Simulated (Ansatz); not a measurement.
# B3LYP/6-31G(d) (Cartesian functions) run of CH5AlGeO (SMILES O=[CH][GeH2][AlH2])

Aim: the vertical ionisation energy of CH5AlGeO at B3LYP/6-31G* (Cartesian functions), from 2 runs. 

The calculation is run with Ansatz 0.2.0.

72 further runs of the same task are left out: 72 set aside as unsound or not needed. Runs told in other sessions of the task aren't counted.

### 1 The structure to begin with

The species is CH5AlGeO (9 atoms), meant as a singlet with charge 0. SMILES: `O=[CH][GeH2][AlH2]`. The shape is that of a PBE0-D4/def2-TZVP optimisation. This is one conformer, not always the lowest.

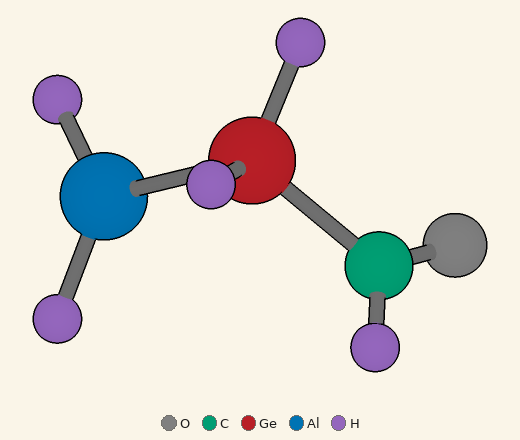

Viewed from a chosen angle; oxygen grey, carbon teal, germanium red, aluminium blue, hydrogen purple.

### 2 The energy at B3LYP/6-31G(d) (Cartesian functions)

in.yaml reads:

```yaml
crystal:
  periodic: [false, false, false]
  atoms:
    - {symbol: O, position_ang: [-0.559900, 0.933700, -2.383700]}
    - {symbol: C, position_ang: [0.288100, 0.366900, -1.753500]}
    - {symbol: Ge, position_ang: [0.548000, 0.626500, 0.225200]}
    - {symbol: Al, position_ang: [-0.849600, -1.010200, 1.461300]}
    - {symbol: H, position_ang: [0.962400, -0.366200, -2.257100]}
    - {symbol: H, position_ang: [0.229300, 2.100100, 0.528800]}
    - {symbol: H, position_ang: [2.052000, 0.385500, 0.486200]}
    - {symbol: H, position_ang: [-0.703300, -2.549400, 1.107400]}
    - {symbol: H, position_ang: [-1.878600, -0.533100, 2.568200]}
basis:
  gaussian:
    orbitals: "6-31G*"
hamiltonian:
  xc: {name: B3LYP}
accuracy: high
output:
  orbitals: {seedname: orbitals}
```

Command:

```
$ ansatz run in.yaml --threads 1 --pin off --max-ram 2610MiB --events-out events.jsonl --progress --plain --runs-dir runs
```

Log:

```text
Warning: RAYON_NUM_THREADS=1 ignored (pool sized by the plan → 1); use --threads N
Functional definition: B3LYP
  name "B3LYP"
  parameter a0 = 0.2
  parameter ax = 0.72
  parameter ac = 0.81
  exchange = (1 - a0 - ax)*slater_x + ax*b88_x + a0*exact_x
  correlation = (1 - ac)*vwn_rpa_c + ac*lyp_c
1955 factors; integrals over basis functions are off by at most 5.2e-9 eV
mean field evaluation 1: about -66269.6132 eV, gradient 4.2e1 eV
mean field evaluation 2: about -66220.5608 eV, gradient 1.3e2 eV
mean field evaluation 4: about -66273.0617 eV, gradient 6.8e0 eV
mean field evaluation 8: about -66273.2220 eV, gradient 9.6e-1 eV
mean field evaluation 16: about -66273.2244 eV, gradient 1.7e-4 eV
mean field -66273.22440164 eV, -2435.4960751555 hartree, gradient 6.8e-8 eV, S^2 0.000000; 0 other end points of the search recorded, 0 dependent functions left out
reference -66273.22444888 eV, -2435.4960768912 hartree; 32, 32 occupied and 62, 62 virtual orbitals, 1955 factors
Total energy: -66273.22444888 eV, -2435.4960768912 hartree
```

Wall time 12 s (1 thread of Arm Neoverse V2, shared host); peak memory 0.35 GiB.

### 3 The doublet cation

job.yaml reads:

```yaml
crystal:
  periodic: [false, false, false]
  atoms:
    - {symbol: O, position_ang: [-0.559900, 0.933700, -2.383700]}
    - {symbol: C, position_ang: [0.288100, 0.366900, -1.753500]}
    - {symbol: Ge, position_ang: [0.548000, 0.626500, 0.225200]}
    - {symbol: Al, position_ang: [-0.849600, -1.010200, 1.461300]}
    - {symbol: H, position_ang: [0.962400, -0.366200, -2.257100]}
    - {symbol: H, position_ang: [0.229300, 2.100100, 0.528800]}
    - {symbol: H, position_ang: [2.052000, 0.385500, 0.486200]}
    - {symbol: H, position_ang: [-0.703300, -2.549400, 1.107400]}
    - {symbol: H, position_ang: [-1.878600, -0.533100, 2.568200]}
basis:
  gaussian:
    orbitals: "6-31G*"
total_charge: 1
magnetization:
  spin_polarized: true
  initial_magnetization: 1
hamiltonian:
  xc: {name: B3LYP}
accuracy: high
output: {orbitals: {seedname: orbitals}}
```

Command:

```
$ ansatz run job.yaml --threads 1 --pin off --max-ram 2610MiB --events-out events.jsonl --progress --plain --runs-dir runs
```

Log:

```text
Warning: RAYON_NUM_THREADS=1 ignored (pool sized by the plan → 1); use --threads N
Functional definition: B3LYP
  name "B3LYP"
  parameter a0 = 0.2
  parameter ax = 0.72
  parameter ac = 0.81
  exchange = (1 - a0 - ax)*slater_x + ax*b88_x + a0*exact_x
  correlation = (1 - ac)*vwn_rpa_c + ac*lyp_c
1955 factors; integrals over basis functions are off by at most 5.2e-9 eV
mean field evaluation 1: about -66244.0640 eV, gradient 6.0e1 eV
mean field evaluation 2: about -65865.3151 eV, gradient 1.5e2 eV
mean field evaluation 4: about -66258.6510 eV, gradient 3.1e1 eV
mean field evaluation 8: about -66264.4157 eV, gradient 1.2e0 eV
mean field evaluation 16: about -66264.5417 eV, gradient 1.2e-2 eV
mean field evaluation 32: about -66264.5417 eV, gradient 3.7e-7 eV
mean field -66264.54171075 eV, -2435.1769921507 hartree, gradient 8.2e-8 eV, S^2 0.757983; 2 other end points of the search recorded, 0 dependent functions left out
reference -66264.54175748 eV, -2435.1769938676 hartree; 32, 31 occupied and 62, 63 virtual orbitals, 1955 factors
Total energy: -66264.54175748 eV, -2435.1769938676 hartree
```

It took 26 s on 1 thread of Arm Neoverse V2, shared host; peak memory 0.53 GiB.

### 4 Outcome

Level: B3LYP/6-31G* (Cartesian functions).

```
                                          quantity           value
                    singlet CH5AlGeO: total energy  -2435.49608 Eh
                     singlet CH5AlGeO: HOMO energy        -6.38 eV
                     singlet CH5AlGeO: LUMO energy        -2.41 eV
                   singlet CH5AlGeO: HOMO–LUMO gap         3.97 eV
                      doublet cation: total energy  -2435.17699 Eh
doublet cation: HOMO energy (highest over α and β)       -12.88 eV
 doublet cation: LUMO energy (lowest over α and β)       -10.95 eV
                              doublet cation: ⟨S²⟩           0.758
vertical ionisation energy (to the doublet cation)        8.683 eV
```

In words: The vertical ionisation energy comes to 8.68 eV (200 kcal/mol). The negative HOMO energy of the first species, 6.38 eV, lies 2.30 eV below that difference.
